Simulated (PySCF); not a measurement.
```xyz
13
charge -1, multiplicity 1
O    -2.4330   -0.7224    0.0138
C    -1.1248   -0.2757    0.0061
C    -0.8922    1.0930    0.0327
C     0.4170    1.5478    0.0296
C     1.4758    0.6655   -0.0019
C     1.2430   -0.7068   -0.0325
Se    2.6708   -1.9271   -0.0841
C    -0.0689   -1.1669   -0.0269
H    -2.4089   -1.6864   -0.0121
H    -1.7297    1.7746    0.0571
H     0.6066    2.6144    0.0506
H     2.4945    1.0244   -0.0027
H    -0.2546   -2.2339   -0.0473
```

What structure does this define?

It has 13 atoms: 6 carbon, 5 hydrogen, 1 oxygen and 1 selenium (C6H5OSe(-)). Its SMILES string is `Oc1cccc([Se-])c1`. Independent rings (smallest set): 1 of 6 members, 1 of them aromatic. Among its groups: phenol. The point group is Cs. All atoms lie on one plane. Coordination: 1 O bent; 6 C trigonal planar.

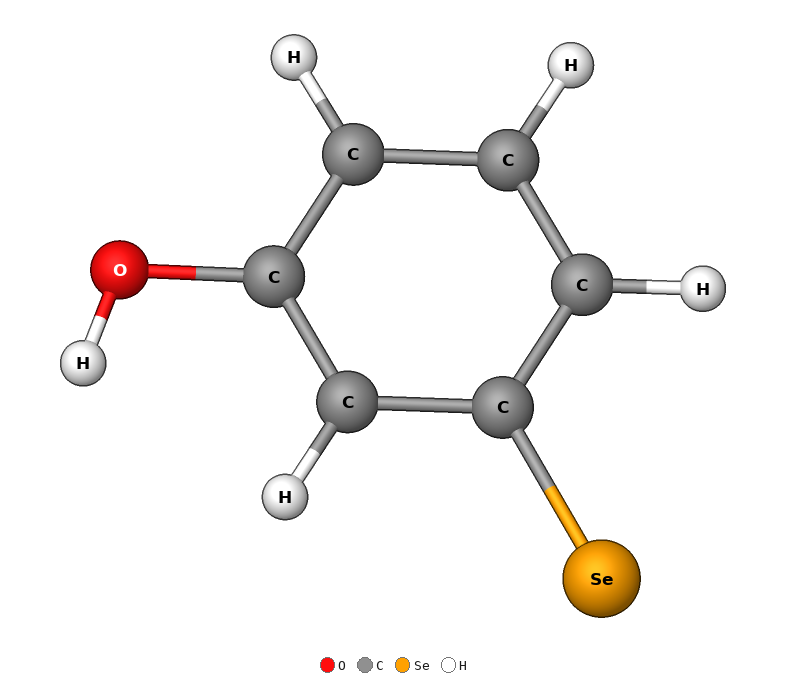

Figure made from data computed with PySCF.
